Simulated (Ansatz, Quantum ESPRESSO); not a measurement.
# LiCa (Pm-3m): phonons by linear response, part 3 of 3

How does LiCa (Pm-3m) vibrate, and is this structure a minimum?

Quantum ESPRESSO 7.5; DFT PBE, scalar-relativistic, plane waves, PseudoDojo norm-conserving pseudopotentials.

So far, highest frequency (cm⁻¹): step 7 (interpolated phonon bands) 259. The relaxed cell has a = 3.975 Å (conventional setting).

The structure was built from a prototype and need not be the compound's stable phase.

### Step 9. Modes with the sum rule

A rigid shift of the crystal must cost nothing, but grids and finite bases break this; the acoustic sum rule is imposed before the matrix is diagonalised again.

Contents of dynmat.in:

```
&INPUT
  fildyn = 'x.dyn1'
  asr    = 'simple'
  fileig = 'dynmat.eig'
/
```

Run with:

```bash
> dynmat.x -in dynmat.in > dynmat.out
```

Numbers of over 12 decimals in the logs are rounded to 6 here.

The log of the run:

```text
[banner, memory and clock lines left out]
Program DYNMAT v.7.5

     Reading Dynamical Matrix from file x.dyn1
     ...Force constants read
     ...epsilon and Z* not read (not found on file)
     A direction for q was not specified:TO-LO splitting will be absent

     Polarizability (A^3 units)
     multiply by 1.000000 for Clausius-Mossotti correction
         0.000000    0.000000    0.000000
         0.000000    0.000000    0.000000
         0.000000    0.000000    0.000000

     IR activities are in (D/A)^2/amu units

# mode   [cm-1]    [THz]      IR
    1      0.00    0.0000    0.0000
    2      0.00    0.0000    0.0000
    3      0.00    0.0000    0.0000
    4    258.39    7.7464    0.0000
    5    258.39    7.7464    0.0000
    6    258.39    7.7464    0.0000
```

Elapsed: 0.49 s, on 1 thread of Arm Neoverse N1, shared host.

Read from the output:

```yaml
highest_optical_zone_centre_mode_no_lo_to_term: 258.4 cm⁻¹
lowest_optical_zone_centre_mode: 258.4 cm⁻¹
```

Unit eigenvectors of the mass-weighted matrix after the sum rule; no LO-TO term. The modes at Γ (shares of kinetic energy by element, %):

```tsv
mode	frequency (cm⁻¹)	symmetry	Ca %	Li %
1	0.0	acoustic	85	15
2	0.0	acoustic	85	15
3	0.0	acoustic	85	15
4	258.4	T1u	15	85
5	258.4	T1u	15	85
6	258.4	T1u	15	85
```

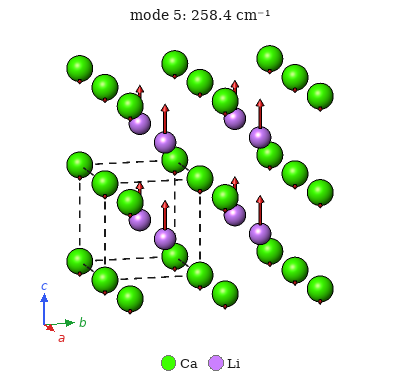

Displacement patterns of mode 5 at Γ; arrows are exaggerated. 2×2×2 cells are drawn. Some periodic images of atoms are drawn too.

The rule moves no optical mode by more than 0.1 cm⁻¹.

### Step 10. Sum rules set otherwise (asr no)

Without the rule the raw error of the acoustic modes shows.

Contents of dynmat.in:

```
&INPUT
  fildyn = 'x.dyn1'
  asr    = 'no'
  fileig = 'dynmat.eig'
/
```

Run with:

```bash
> dynmat.x -in dynmat.in > dynmat.out
```

The log of the run:

```text
[banner, memory and clock lines left out]
Program DYNMAT v.7.5

     Reading Dynamical Matrix from file x.dyn1
     ...Force constants read
     ...epsilon and Z* not read (not found on file)
     A direction for q was not specified:TO-LO splitting will be absent

     Polarizability (A^3 units)
     multiply by 1.000000 for Clausius-Mossotti correction
         0.000000    0.000000    0.000000
         0.000000    0.000000    0.000000
         0.000000    0.000000    0.000000

     IR activities are in (D/A)^2/amu units

# mode   [cm-1]    [THz]      IR
    1     -2.27   -0.0681    0.0000
    2     -2.27   -0.0681    0.0000
    3     -2.27   -0.0681    0.0000
    4    258.30    7.7437    0.0000
    5    258.30    7.7437    0.0000
    6    258.30    7.7437    0.0000
```

It took 0.48 s on 1 thread.

Numbers from this step:

| Item | Value |
| --- | --- |
| highest optical zone-centre mode (no LO-TO term) | 258.3 cm⁻¹ |
| lowest optical zone-centre mode | 258.3 cm⁻¹ |

Zone-centre frequencies as printed; negative means imaginary. Modes:

```tsv
mode	frequency (cm⁻¹)
1	-2.27
2	-2.27
3	-2.27
4	258.3
5	258.3
6	258.3
```

Against the first rule no mode moves by more than 2.3 cm⁻¹.

### Step 11. Sum rules set otherwise: a sum rule for molecules or wires on a crystal

This rule also removes rotations, which suits wires and not a crystal; it is tried to see the harm.

Contents of dynmat.in:

```
&INPUT
  fildyn = 'x.dyn1'
  asr    = 'one-dim'
  fileig = 'dynmat.eig'
/
```

Run with:

```bash
> dynmat.x -in dynmat.in > dynmat.out
```

The log of the run:

```text
[banner, memory and clock lines left out]
Program DYNMAT v.7.5

     Reading Dynamical Matrix from file x.dyn1
     ...Force constants read
     ...epsilon and Z* not read (not found on file)
asr rotation axis in 1D system=    3
     Acoustic Sum Rule: || Z*(ASR) - Z*(orig)|| =    0.000000E+00
     Acoustic Sum Rule: ||dyn(ASR) - dyn(orig)||=    5.977859E-02
     A direction for q was not specified:TO-LO splitting will be absent

     Polarizability (A^3 units)
     multiply by 1.000000 for Clausius-Mossotti correction
         0.000000    0.000000    0.000000
         0.000000    0.000000    0.000000
         0.000000    0.000000    0.000000

     IR activities are in (D/A)^2/amu units

# mode   [cm-1]    [THz]      IR
    1     -0.00   -0.0000    0.0000
    2     -0.00   -0.0000    0.0000
    3      0.00    0.0000    0.0000
    4      0.00    0.0000    0.0000
    5    258.37    7.7458    0.0000
    6    258.37    7.7458    0.0000
```

It took 0.48 s on 1 thread.

The run ended normally, but on settings that are not sound.

The fault: a sum rule for molecules or wires on a crystal; 1 optical mode is projected out to zero frequency, as if it were a rotation.

For a crystal the rule has to be 'simple' or 'crystal'.

Zone-centre frequencies as printed; negative means imaginary. Modes:

```tsv
mode	frequency (cm⁻¹)
1	0
2	0
3	0
4	0
5	258.4
6	258.4
```

### Step 12. The dispersion under another sum rule (asr crystal)

The sum rule corrects the force constants themselves, so it can shift branches at any wavevector, low ones most.

Contents of matdyn.in:

```
&INPUT
  asr              = 'crystal'
  flfrc            = 'x.fc'
  flfrq            = 'x.freq'
  flvec            = 'x.modes'
  q_in_band_form   = .true.
  q_in_cryst_coord = .true.
/
8
  0.0000000   0.0000000   0.0000000   8  ! GAMMA
  0.0000000   0.5000000   0.0000000   8  ! X
  0.5000000   0.5000000   0.0000000   8  ! M
  0.0000000   0.0000000   0.0000000   8  ! GAMMA
  0.5000000   0.5000000   0.5000000   8  ! R
  0.0000000   0.5000000   0.0000000   1  ! X
  0.5000000   0.5000000   0.5000000   8  ! R
  0.5000000   0.5000000   0.0000000   1  ! M
```

Run with:

```bash
> matdyn.x -in matdyn.in > matdyn.out
```

The log of the run:

```text
[banner, memory and clock lines left out]
Program MATDYN v.7.5

 mass for atomic type   1 not given; uses mass from file x.fc
 mass for atomic type   2 not given; uses mass from file x.fc
 Norm of the difference between old and new effective charges:    0.000000

 Norm of the difference between old and new force-constants:   1.85512e-05

     Message from routine matdyn:
     Z* not found in file x.fc, TO-LO splitting at q=0 will be absent!
     Message from routine matdyn:
     Z* not found in file x.fc, TO-LO splitting at q=0 will be absent!

Note: The following floating-point exceptions are signalling: IEEE_UNDERFLOW_FLAG
```

Elapsed: 0.49 s, on 1 thread.

At the labelled points the branches move by no more than 0.2 cm⁻¹.

### Step 13. A second program

A second program on the same cell, potentials, cutoff and meshes tests the implementation of the phonon response, not its convergence. Its k mesh is centred on Γ.

This step: DFT PBE, scalar-relativistic, plane waves, PseudoDojo norm-conserving pseudopotentials (Ansatz 0.2.0).

Contents of input.yaml:

```yaml
crystal:
  lattice:
    - [3.974837621, 0.0, 0.0]
    - [0.0, 3.974837621, 0.0]
    - [0.0, 0.0, 3.974837621]
  atoms:
    - { symbol: Ca, position: [0.0, 0.0, 0.0] }
    - { symbol: Li, position: [0.5, 0.5, 0.5] }
kpoints:
  mp_grid: { grid: [8, 8, 8] }
hamiltonian:
  xc: pbe
  pseudopotentials: { kind: nc, accuracy: standard }
scf:
  occupations: { method: cold, width: 0.27211 }
output:
  eigenvalues: true
basis:
  ecutwfc: 1006.821
phonons:
  method: dfpt
  qmesh: [2, 2, 2]
  temperatures: { t_max: 1000, t_step: 50 }
  qpath:
    path:
      - [[0.0, 0.0, 0.0], [0.0, 0.5, 0.0], [0.5, 0.5, 0.0], [0.0, 0.0, 0.0], [0.5, 0.5, 0.5], [0.0, 0.5, 0.0]]
      - [[0.5, 0.5, 0.5], [0.5, 0.5, 0.0]]
    npoints: 12
```

Run with:

```bash
> ansatz run input.yaml --threads 4 --pin off --max-ram 8192MiB --backend cpu --events-out ev --progress --plain --runs-dir out
```

The log of the run:

```text
Warning: basis.ecutwfc = 1006.821 eV is below the records' recommended 1006.821291 eV, and the density's cutoff is lower with it unless basis.ecutrho_ratio is high enough to keep the records' density cutoff: compare with a run at a higher cutoff
Engine: ansatz 0.2.0, aarch64-unknown-linux-gnu
Pseudopotentials: kind: nc
Pseudopotential: Ca, nc, valence charge 10, recommended cutoff 925.187132 eV (normal), Ca.nc.azcp (PseudoDojo's, or run here from an input of PseudoDojo's; its table is named by hamiltonian.pseudopotentials.accuracy)
Pseudopotential: Li, nc, valence charge 3, recommended cutoff 1006.821291 eV (normal), Li.nc.azcp (PseudoDojo's, or run here from an input of PseudoDojo's; its table is named by hamiltonian.pseudopotentials.accuracy)
Functional definition: PBE
  parameter kappa = 0.804
  parameter beta = 0.066725
  exchange = pbe_x(kappa = kappa, mu = beta*pi^2/3)
  correlation = pbe_c(beta = beta)
Crystal: 2 atoms, lattice volume = 62.800 Å³
Basis set: ecut = 1006.821 eV, 4553 PW (Γ), exchange–correlation on 90×90×90 points (8 copies of the dense FFT grid, shifted against one another)
Bands: 11, of which v1, the nominal top of the filled ones, is band 7 counted from 1 (6 counted from 0)
Symmetry: 48 space group operations
k-points: 35 of 512
Non-local potential: Ca, projectors of the file, l = 0: 2, l = 1: 2, l = 2: 2
Non-local potential: Li, projectors of the file, l = 0: 2, l = 1: 2
Initial density: superposition of atomic densities (chi_scale 0.1, normalization cell, long waves kept (reshape's long-wave potential 0.00 eV rms))
Initial wavefunctions: pseudopotential atomic-orbital guess
Functional: x = pbe(κ = 0.804, μ = 0.219515), c = pbe(β = 0.066725)
SCF iter   1: F=—  HF=-1249.438662 eV  |F-HF|=—  |Δ(HF+E_count)|=         —  Δρ=7.23e-3  dr2=5.69e-2  ethr=3.10e-3  ⟨swp⟩=7.5  Hψ=3213  notcnv=0
preconditioner: auto → none  [metal: Δε(μ)=0.144 eV  Ē_g=3.372 eV  σ=0.272 eV  W_gap=0.38  n_scr=6 (ndim 8)  ℏωp=8.1 eV  f_vac=0.000  D(μ)=1.61/eV (n_scr^D=6)  sad-step TF]
SCF iter   2: F=—  HF=-1249.441694 eV  |F-HF|=—  |Δ(HF+E_count)|=   3.03e-3  S|Δr|=    0.00e0  Δρ=5.08e-3  dr2=3.20e-2  ethr=4.38e-4  ⟨swp⟩=1.0  Hψ=665  notcnv=0
SCF iter   3: F=—  HF=-1249.439523 eV  |F-HF|=—  |Δ(HF+E_count)|=   2.17e-3  S|Δr|=    0.00e0  Δρ=1.27e-3  dr2=2.68e-3  ethr=2.46e-4  ⟨swp⟩=1.5  Hψ=405  notcnv=0
SCF iter   4: F=—  HF=-1249.438930 eV  |F-HF|=—  |Δ(HF+E_count)|=   5.93e-4  S|Δr|=    0.00e0  Δρ=3.77e-4  dr2=7.17e-5  ethr=2.06e-5  ⟨swp⟩=2.0  Hψ=458  notcnv=0
SCF iter   5: F=—  HF=-1249.438905 eV  |F-HF|=—  |Δ(HF+E_count)|=   2.42e-5  S|Δr|=    0.00e0  Δρ=5.82e-5  dr2=7.27e-7  ethr=5.52e-7  ⟨swp⟩=2.0  Hψ=596  notcnv=0
SCF iter   6: F=—  HF=-1249.438873 eV  |F-HF|=—  |Δ(HF+E_count)|=   3.27e-5  S|Δr|=    0.00e0  Δρ=8.20e-6  dr2=3.49e-8  ethr=5.60e-9  ⟨swp⟩=2.7  Hψ=622  notcnv=0
SCF iter   7: F=—  HF=-1249.438873 eV  |F-HF|=—  |Δ(HF+E_count)|=  6.36e-10  S|Δr|=    0.00e0  Δρ=1.07e-6  dr2=5.23e-10  ethr=2.68e-10  ⟨swp⟩=2.0  Hψ=586  notcnv=0
SCF iter   8: F=—  HF=-1249.438873 eV  |F-HF|=—  |Δ(HF+E_count)|=  1.25e-10  S|Δr|=    0.00e0  Δρ=2.36e-7  dr2=1.77e-11  ethr=4.02e-12  ⟨swp⟩=2.3  Hψ=615  notcnv=0
SCF iter   9: F=-1249.438873 eV  HF=-1249.438873 eV  |F-HF|=4.55e-13  |Δ(HF+E_count)|=  2.27e-12  S|Δr|=    0.00e0  Δρ=2.82e-8  dr2=1.89e-13  ethr=1.00e-12  ⟨swp⟩=6.2  Hψ=1701  notcnv=0
SCF 1 converged in 9 iterations: F = -1249.438873 eV  dr2 = 1.89e-13
phonons: the bands overlap, so this run is a metal and interpolates without the dipole-dipole term. If the crystal is really an insulator or semiconductor, its LO-TO splitting is missing
NSCF: frozen V_eff on 35 k-points
NSCF: frozen V_eff on 75 k-points
DFPT response loops at q = (0, 0, 0) (fractional): preconditioner auto → Kerker (q_TF=auto, 2.098 Å⁻¹) (partly filled bands, converged f_vac=0.000); β = 1.00, the filter's whole step (`scf.mixing.beta` (0.50) is not read by the response loops under this deck's `scf.mixing.preconditioner`; to damp them name `kerker` or `kerker_dos`, under which they read `scf.mixing.beta`, and type it under 1.00, their step now; both keys bind the ground state too); Broyden in place of MSR1
NSCF: frozen V_eff on 250 k-points
DFPT response loops at q = (0, 0, -0.5) (fractional): mixed as the last ones told, above
NSCF: frozen V_eff on 250 k-points
DFPT response loops at q = (0, -0.5, -0.5) (fractional): mixed as the last ones told, above
NSCF: frozen V_eff on 150 k-points
DFPT response loops at q = (-0.5, -0.5, -0.5) (fractional): mixed as the last ones told, above
SCF converged after 9 iterations
Stability not checked: this state was not tested for a lower state beside it, because cold or Methfessel-Paxton smearing, or corrected tetrahedra, fill the levels in a way that the test cannot read (fill_not_monotonic; see scf.lower_state_search)
Free energy (F): -1249.438873 eV
Harris-Foulkes:  -1249.438873 eV  (|F-HF|=4.55e-13)
Internal energy: -1249.439521 eV  (E = F + TS)
E sigma→0 (E₀):  -1249.439089 eV
Entropy (-TS):   0.000648 eV (0.324 meV/atom)
Fermi energy:    3.635429 eV
--- Per-component energies (eV) ---
  E_band       = -271.817606
  E_kinetic    = 500.580738
  E_local      = -1154.402970  (includes V_loc(G=0)·N_el)
  E_nonlocal   = -36.552316
  E_hartree    = 332.054785
  E_xc         = -243.776571
  E_vxc        = -245.552619  (∫ρ·V_xc dr)
  E_ewald      = -647.343186
  E_smearing   = 0.000648  (= −TS)
  E_closure    = 0.000000  (closes the sum)
  Σ components = -1249.438873   (vs F -1249.438873, Δ=0.00e0)
--- Band table (eV; the first three rows and the last of 35) ---
  k-point 0: bands = [... 3 lower, -19.3589, -19.3589, -0.2029, 4.7488, 4.7488, 7.2098, 7.2098, 7.2098]
  k-point 1: bands = [... 3 lower, -19.3582, -19.3582, -0.0532, 4.5895, 4.8130, 6.8361, 6.8361, 7.2248]
  k-point 2: bands = [... 3 lower, -19.3563, -19.3563, 0.3804, 4.0075, 4.9799, 6.3632, 6.3632, 7.2615]
  k-point 34: bands = [... 3 lower, -19.4071, -19.4071, 3.7366, 3.7366, 3.7366, 6.8848, 6.8848, 6.8848]
--- Phonons (Γ-DFPT): 2 representative perturbations + reference (Σ response iterations 7) ---
  ASR residual: 3.681e-5 → 0.000e0 eV/Å²; symmetrization residual: 1.033e-6 eV/Å²
  ASR residual per site (eV/Å²): 3.68e-5 9.09e-6
  Γ frequencies (cm⁻¹): 0.00 0.00 0.00 258.39 258.39 258.39
--- Phonons (arbitrary-q DFPT): 4 irreducible q on the 2×2×2 mesh ---
  q = [0.0000, 0.0000, 0.0000] (star 1, of the zone-centre solve; hermiticity 1.42e-6, symmetrization 1.99e-15): -0.00 0.00 0.00 258.39 258.39 258.39
  q = [0.0000, 0.0000, -0.5000] (star 3, 4 solved perturbations in 400 linear systems a pass and spin channel, the states on 125 of 512 k-point pairs; hermiticity 1.51e-13, symmetrization 4.25e-13, the responses' own estimated error 2.3e-5 eV/Å²): 92.21 92.21 120.58 200.69 245.51 245.51
  q = [0.0000, -0.5000, -0.5000] (star 3, 4 solved perturbations in 400 linear systems a pass and spin channel, the states on 125 of 512 k-point pairs; hermiticity 5.10e-7, symmetrization 1.12e-12, the responses' own estimated error 2.7e-5 eV/Å²): 80.53 86.70 86.70 225.52 225.52 258.49
  q = [-0.5000, -0.5000, -0.5000] (star 1, 2 solved perturbations on 75 of 512 k-point pairs; hermiticity 4.15e-13, symmetrization 1.08e-12, the responses' own estimated error 2.2e-5 eV/Å²): 151.07 151.07 151.07 205.13 205.13 205.13
  sum rule: each row above includes the acoustic sum rule's correction from the zone centre's row sums; it moved no ω² by more than (0.60 cm⁻¹)²
  mesh force constants: q→R imaginary residual 1.78e-17; ASR residual 3.681e-5 → 0.000e0 eV/Å²; symmetrization residual 1.110e-15 eV/Å²
  interpolated dispersion: 74 rows × 6 modes
  density of states and harmonic sums: on the 16×16×16 q-mesh, interpolated from the force constants of a 2×2×2 supercell (no non-analytic term)
  largest difference from the sums on the solved wave vectors: F 8.28e-2 eV, S 1.15e-4 and C_V 3.23e-5 eV/K
  zero-point energy: 0.061054 eV/cell   skipped modes (ω ≤ 0): 3   left out of the sums: 1.22e-4 of the cell's modes: C_V's classical limit lies that fraction below 3 k_B per atom; for a crystal, a wire or a layer, F and S can be off by more, and a phonons.interpolated_qmesh denser along its periods is the remedy for the sampling
```

The job ended after 81 s (4 threads; peak memory 1 GiB).

Read from the output:

| Item | Value |
| --- | --- |
| sum-rule residual before enforcement | 3.68e-5 eV/Å² |
| mean frequency | 164.2 cm⁻¹ |
| logarithmic mean frequency | 145.9 cm⁻¹ |
| highest optical zone-centre mode (no LO-TO term) | 258.4 cm⁻¹ |
| lowest optical zone-centre mode | 258.4 cm⁻¹ |
| lowest mode on the q mesh (acoustic ones at the zone centre apart) | 80.53 cm⁻¹ |
| zero-point energy per atom | 30.53 meV |
| vibrational entropy at 300 K | 34.59 J/(mol atoms K) |

### Step 14. The two compared: QE PseudoDojo and Ansatz, PseudoDojo

Worked out from the results:

```yaml
root_mean_square_difference: 0.05 cm⁻¹
largest_difference: 0.09 cm⁻¹
root_mean_square_difference_on_the_path: 0.1 cm⁻¹
largest_difference_on_the_path: 0.1 cm⁻¹
```

The interpolated bands of the two lie on top of each other.

At the solved wavevectors the largest difference (acoustic modes at Γ apart) is 0.03 % of the highest mode.

### Step 15. Results

* space group after relaxation: Pm-3m
* volume per atom: 31.4 Å³
* highest optical zone-centre mode (no LO-TO term): 258.4 cm⁻¹
* q mesh: 2×2×2
* lowest mode on the q mesh (acoustic ones at the zone centre apart): 80.6 cm⁻¹
* zero-point energy per atom: 30.5 meV
* heat capacity at 300 K: 23.5 J/(mol atoms K)
* vibrational entropy at 300 K: 34.6 J/(mol atoms K)
* imaginary modes on the q mesh: none
* largest difference from Ansatz, PseudoDojo: 0.09 cm⁻¹

LiCa (Pm-3m) is dynamically stable on the 2×2×2 mesh; its spectrum reaches 259 cm⁻¹. At the PBE level the optical modes of LiCa (Pm-3m) at the zone centre lie at 258 cm⁻¹. QE PseudoDojo and Ansatz, PseudoDojo agree to 0.09 cm⁻¹ (0.03 % of the highest mode compared) on all solved modes but the acoustic ones at Γ, without the LO-TO term. These are harmonic frequencies at zero temperature: anharmonic shifts and linewidths and thermal expansion are left out. In a metal the frequencies hang on the k mesh and the smearing, most of all near Kohn anomalies. The runs are without spin polarisation, although the cell has an odd electron count or an open d or f shell, so a magnetic state was not tested. The q mesh stands for a supercell only 7.9 Å across, so branches between the solved wavevectors are rough. The structure is a hypothetical one, built on a prototype.

[Host names and launcher messages were left out of these logs when they were recorded.]

[Logs are printed without paths, hosts, clocks, repeated set-up lines and the standing remarks that a program may print on its own settings, such as how far it seeks lower states.]

[Hosts, paths, dates, database ids (printed as entryN), source tags and the programs' standing remarks are cut or masked in the printed files.]
